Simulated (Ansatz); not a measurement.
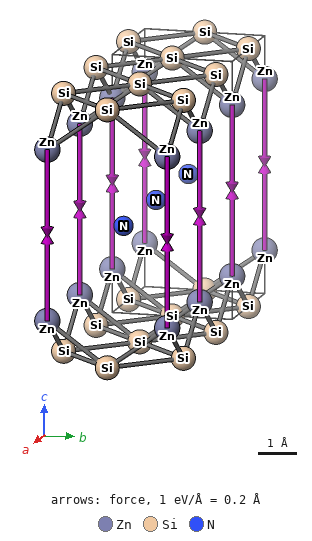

Starting geometry of solid Zn2Si2N (a generated structure, set up in P4/mmm) (coarse preliminary run) with the computed forces as purple arrows. A ball-and-stick model of the cell of the calculation, repeated 3 × 1 × 1 with one cell outlined, seen slightly off an axis.

Level of theory: DFT PBE, scalar-relativistic, plane waves, PAW (Ansatz 0.2.0). Settings: plane-wave cutoff 420 eV; k-point mesh 6 × 6 × 4; occupations gaussian; smearing width 0.1 eV; collinear spin; cell and atoms relaxed; force threshold 0.04 eV/Å; at most 70 steps.

Q: Is this structure relaxed? If not, where do the atoms go?

A: It isn't relaxed: the largest force vector, on Zn atoms, is 12.27 eV/Å. The atoms end up moving mostly along the starting forces (cosine between the two patterns 1.00). After 9 accepted moves (10 points after the start) the energy has fallen by 9.955 eV per cell of the calculation. The largest force component goes from 12 to 0.0049 eV/Å. The pressure goes from 53.07 to −0.05 GPa. At 1 point the geometry stayed and the basis and grid were re-selected for the new cell (energy shift of 5.9 meV per cell of the calculation at most each time). The largest moves relative to the cell, 1.06 Å, are those of Zn atoms. N and Si stay in place. The drawn cell changes as follows: a = b 3.350 → 3.293 Å (−1.7 %), c 7.127 → 6.736 Å (−5.5 %); the volume changes by −8.7 %. Among the contacts that change: Zn–Zn 4.734 → 2.351 Å, Zn–Zn 2.393 → 4.385 Å, N–Zn 3.349 → 2.608 Å, Si–Zn 2.059 → 2.742 Å. New bonds form: Zn–Zn (4.73 → 2.35 Å). Bond angles that change, for instance: Si–Zn–Si 108.9° → 73.8°. The space group stays P4/mmm (No. 123). The program noted that the starting moments weren't kept. The run may lie on a higher electronic state than the lowest, so the end point isn't shown to be the ground-state structure.
